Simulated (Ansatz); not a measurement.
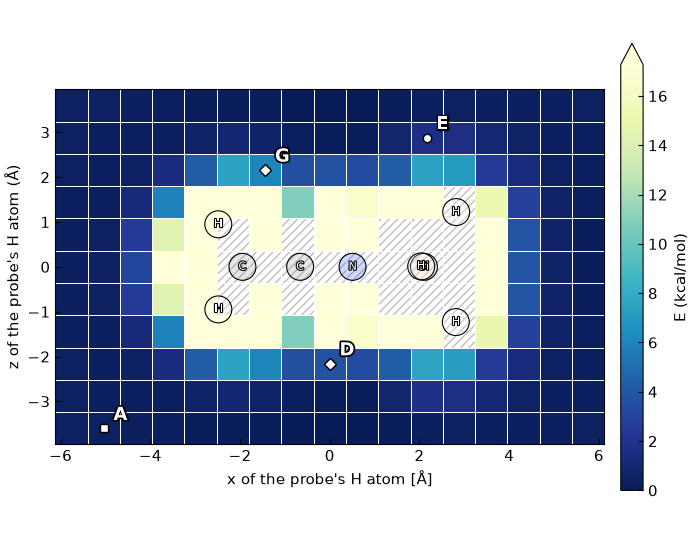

C₂H₅NSi (SMILES C=C=N[SiH3]) with the probe H. The probe is moved over the plane through the molecule's long axis and the normal of its main plane. Coordinates scanned: (1) x of the probe's H atom; (2) z of the probe's H atom. Nothing is relaxed (molecule and probe rigid). The scan uses a 17 × 11 grid. At 20 points there is no value (left out of the scan, as a rule where atoms come close). Points are written as (first, second). Energies: kcal/mol, counted from the lowest grid point. Energies and slopes of some neighbouring points disagree (a jump in structure or state, or too coarse a mesh). Method: UKS PBE-D4/def2-SVP in Ansatz 0.2.0.

In the figure: one coloured cell a grid point, labelled circles for the molecule's atoms, projected on the plane, one colour for all values above the top of the scale, hatched blanks where no value was computed, lettered points.

Is G the lowest point of the computed grid?

Answer. No. G lies 6.0 kcal/mol above the lowest grid point, which is at (0.72 Å, 3.60 Å) [nearest 1 H at 3.18 Å].

Rank the lettered points by energy, lowest first.

Answer. A (0.37 kcal/mol), E (1.7 kcal/mol), D (3.7 kcal/mol), G (6.0 kcal/mol).
